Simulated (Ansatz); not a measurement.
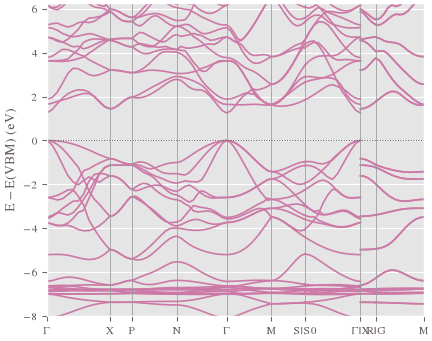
Figure. Band structure from the program Ansatz at the r²SCAN level (PAW)

Read off the gap and where the band edges lie.

About 1.3 eV (1.25 eV by a search for the band edges); maximum at Γ, minimum at Γ.

The material is ZnSnP2 (chalcopyrite, I-42d).

The r²SCAN relaxation kept the symmetry of its start. Spin–orbit coupling is left out wherever it is not named.

Potentials: the later of the program's two PAW sets.
